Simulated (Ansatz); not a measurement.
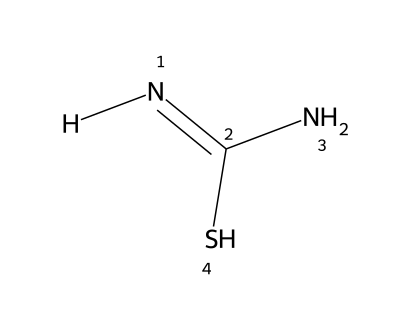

A structural formula, with wedges where it has stereocentres; small numbers name the atoms. The configuration is that of a computed structure (PBE-D4/def2-SVP).

> What are the Cahn–Ingold–Prelog descriptors?

N1=C2: Z.

> Give a SMILES with the stereochemistry.

[H]/N=C(/N)S
